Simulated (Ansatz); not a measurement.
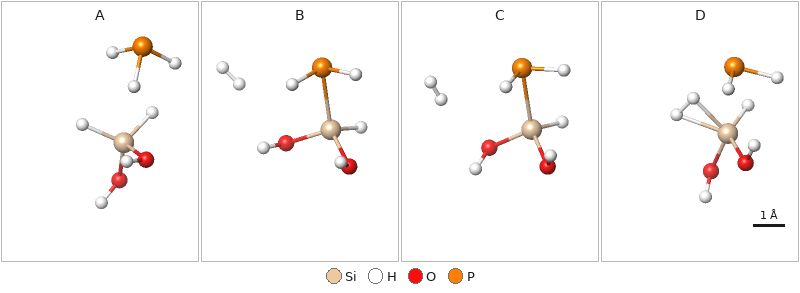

4 geometries from a converged minimum-energy path of SiPH7O2, made up at the start of SiH$_{4}$O$_{2}$ and PH₃, shuffled. A ball-and-stick model, seen from a free direction.

Computed with Ansatz 0.2.0, RKS PBE-D4/cc-pVDZ. Set-up: 5 movable images; climbing image; force threshold 0.05 eV/Å; iteration limit 60; starting path through a guess of the saddle point.

Which of them lies highest in energy?

D. In order along the path, whose images run from 0 to 6: A (image 1, +0.8 kcal/mol), D (image 3, +47.3 kcal/mol), C (image 5, −1.0 kcal/mol), B (image 6, −1.9 kcal/mol). Breaking: H–P (1.45 → 3.83 Å), H–Si (1.51 → 3.51 Å). Forming: H–H (3.44 → 0.77 Å), P–Si (4.30 → 2.29 Å).

Limits of the set-up: the start holds two separate molecules, 2.5 Å apart at their closest, whose relative position is a soft coordinate.
